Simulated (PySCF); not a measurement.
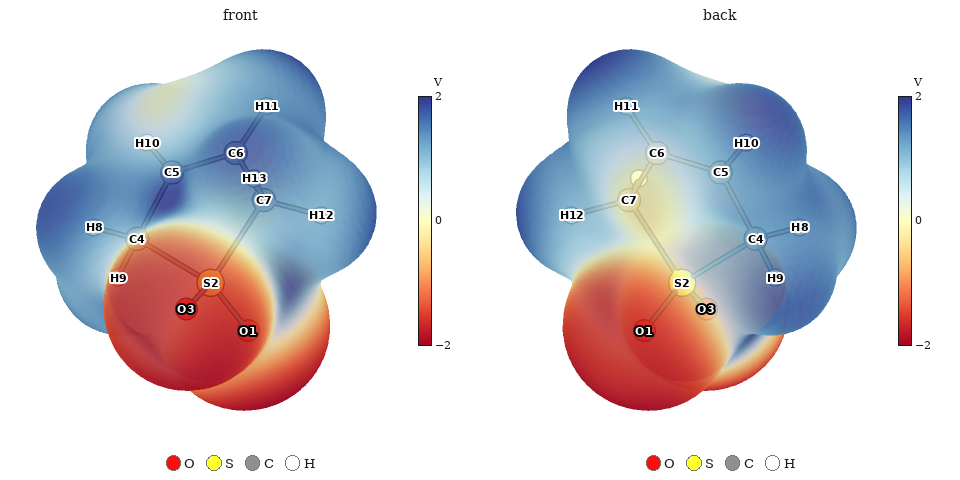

Figure. C₄H₆O₂S (SMILES O=S1(=O)CC=CC1). The molecular electrostatic potential painted on the density surface at 0.004 e/bohr³, seen from the front and from behind; the colour scale runs from red (negative) to blue (positive).

Geometry: PBE0-D3(BJ)/def2-SVP.

These are results of wB97X-D/def2-SVPD, SCF density, gas phase (PySCF), not measurements.

```csv
atom,x (Å),y (Å),z (Å)
O,0.0742,-1.4273,1.6091
S,0.2640,-1.2618,0.1732
O,0.5733,-2.4023,-0.6792
C,1.4524,0.0967,-0.0798
C,0.5838,1.3101,-0.1296
C,-0.7241,1.1010,-0.3284
C,-1.1546,-0.3210,-0.4764
H,1.9924,-0.1050,-1.0185
H,2.1585,0.0713,0.7634
H,1.0089,2.3070,0.0095
H,-1.4546,1.9127,-0.3650
H,-2.0329,-0.6007,0.1240
H,-1.3081,-0.6345,-1.5213
```

**Which sites attract a positive test charge, and which a negative one?**

A positive charge is drawn to the negative regions and a negative charge to the positive ones. The most negative region (about −1.9 V) lies over O1 and O3, the most positive (about +1.9 V) over the C, H and S atoms.

**How polar is the molecule by this calculation?**

Its dipole moment is 4.99 D.
